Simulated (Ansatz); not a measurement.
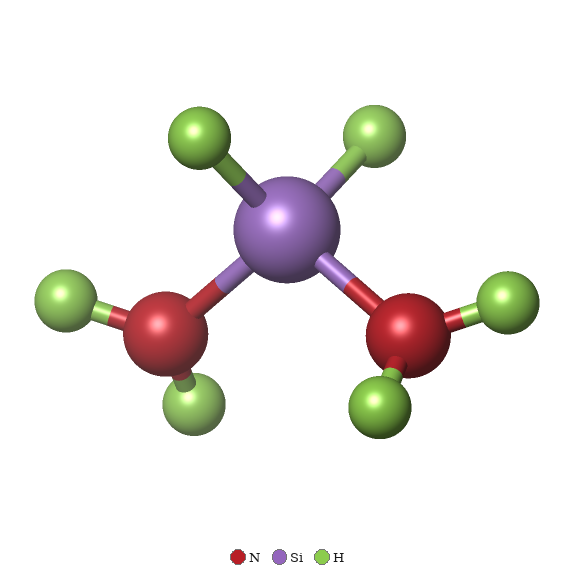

Give the formula.

Answer. H6N2Si, 9 atoms: 6 hydrogen, 2 nitrogen and 1 silicon.

Write the SMILES.

Answer. N[SiH2]N

How many sets of symmetry-equivalent atoms are there?

Answer. 5: 2 N, 1 Si, 2 H, 2 H, 2 H.

Count the bonded pairs by element.

Answer. 4 N–H, 2 N–Si, 2 Si–H.

Name some functional groups or characteristic bonds that it holds.

Answer. Among them: Si–H bond, Si–N bond.

More results for the same structure follow; atom numbers are the same in all pictures, views and colours differ. Computed geometry: PBE0-D4/def2-TZVP optimisation.

## Shape

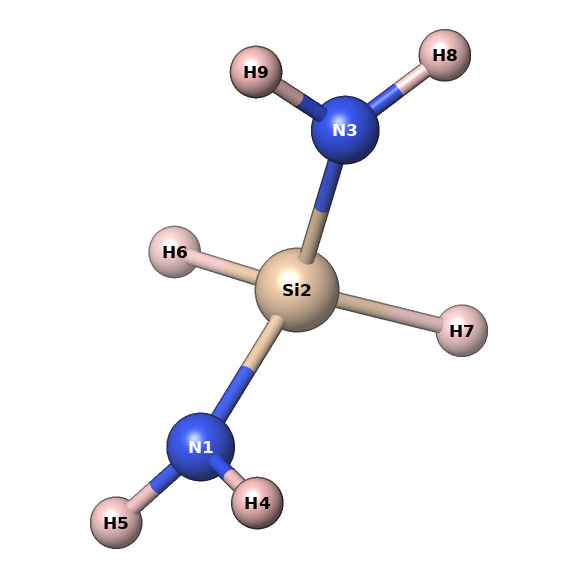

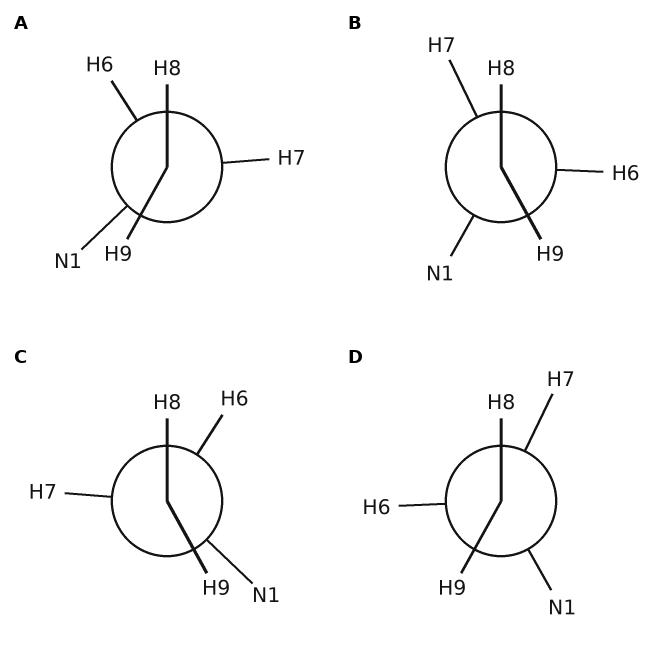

Distant atoms are faded towards the background colour. Bonds that would overlap in a projection are set slightly apart.

Which Newman projection shows the view along N3–Si2, with N3 in front?

Answer. D. The torsion angle H8–N3–Si2–N1 is 151°, antiperiplanar (anti).

## Vibrations

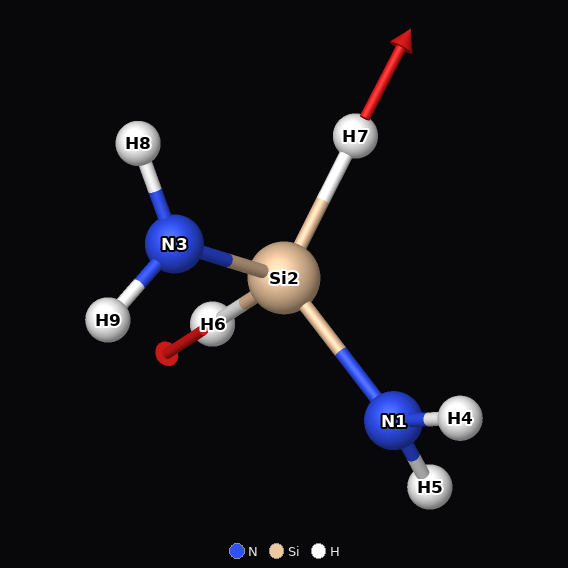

The arrows show one normal mode. Harmonic vibrations computed with RKS PBE0-D4/def2-TZVP (Ansatz 0.2.0) at a stationary point of the same level.

Describe the motion.

Answer. Mostly in-phase stretching of 2 Si–H bonds.

At what wavenumber does it lie?

Answer. 2191 cm⁻¹; it is mode 17 of 21 counted from the lowest.

## Electronic properties

Method: RKS PBE0-D4/def2-QZVPP (Ansatz 0.2.0).

What is the HOMO energy (Kohn–Sham orbital)?

Answer. −7.24 eV.

What is the HOMO–LUMO gap?

Answer. 7.87 eV.

What is the dispersion correction?

Answer. −11.1 kJ/mol.

## Charges

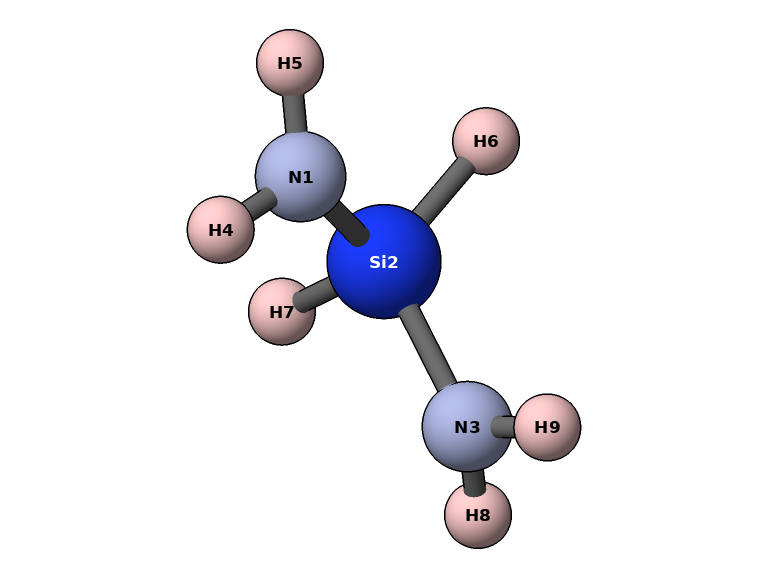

The questions are on Mulliken charges. Properties computed with RKS PBE0-D4/def2-TZVP (Ansatz 0.2.0).

Which atom carries the highest charge (most positive or least negative)?

Answer. Si2 (0.45 e).

And the lowest?

Answer. N1, N3 (−0.63 e).

List the Mulliken charges.

```csv
atom,value (e)
N1,−0.63
Si2,0.45
N3,−0.63
H4,0.24
H5,0.24
H6,−0.07
H7,−0.07
H8,0.24
H9,0.24
```

Mulliken values depend strongly on the basis set and can even reverse the polarity of a bond.
